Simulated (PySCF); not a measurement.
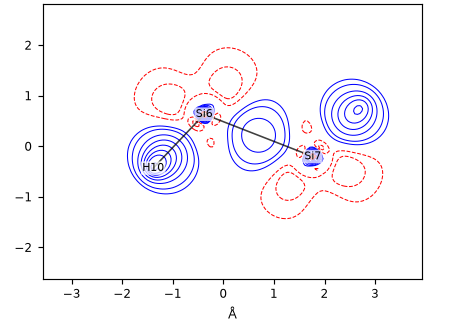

Figure. H10Si3, SMILES `[SiH4].[SiH3][SiH3]`. Deformation density (molecule less spherical, spin-averaged free atoms) in the plane of Si6, Si7 and H10; contours at ±0.05 to ±0.8 e/Å³; solid blue lines: gain, dashed red lines: loss.

Level of theory: B3LYP/def2-TZVP (PySCF), at an unrelaxed start geometry of a pair search.

Geometry (Å), atoms numbered from 1:

```
Si1     -2.8050   -0.1990   -0.0001
H2      -1.8029   -0.9122   -0.7905
H3      -2.3786   -0.1415    1.3966
H4      -4.0813   -0.9057   -0.0883
H5      -2.9729    1.1567   -0.5164
Si6      1.1036    1.1931    0.0001
Si7      1.8654   -0.9819    0.0005
H8       0.1279    1.4519   -1.0626
H9       0.4579    1.5615    1.2627
H10      2.1900    2.1602   -0.1981
H11      2.3152   -1.4137   -1.3273
H12      0.8404   -1.9411    0.4206
H13      3.0081   -1.1870    0.8957
```

**Describe the bonding that the map shows.**

Si6–Si7: +0.28 e/Å³ at the bond critical point (bond length 2.30 Å, Mayer order 0.9). Si6–H10: +0.21 e/Å³ at the bond critical point (bond length 1.47 Å, Mayer order 0.9). In all, 3.1 electrons gather in the regions of gain relative to the promolecule.

**Where do the Hirshfeld charges lie?**

The highest Hirshfeld charge is on Si1 (+0.31 e), the lowest on H4 (−0.08 e).
